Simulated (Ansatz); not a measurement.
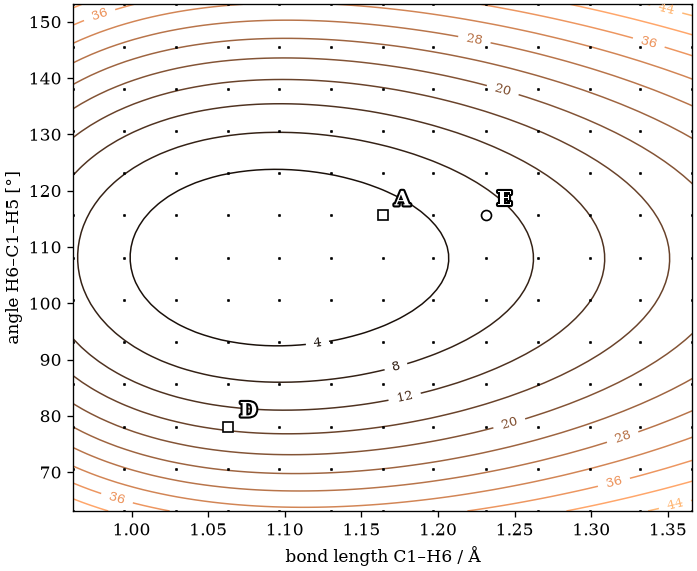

CH5AlO, SMILES [CH3][AlH][OH]. First axis: bond length C1–H6. Second axis: angle H6–C1–H5. Nothing is relaxed (all other coordinates rigid). Grid: 13 × 13 points. All energies are given in kcal/mol relative to the lowest grid point. These are results of RKS CAM-B3LYP-D4/def2-TZVP in Ansatz, not measurements.

The picture shows contour lines labelled in kcal/mol, dots at the grid points, lettered points. Between grid points the surface is interpolated.

> Rank the lettered points by energy, lowest first.

A (2.6 kcal/mol), E (6.5 kcal/mol), D (15.3 kcal/mol).

> What kind of point is each of A, D, E: minimum, saddle, maximum or slope?

A: on a slope; D: on a slope; E: on a slope. (In these two coordinates alone; a stationary point may lie a little off the grid point.)
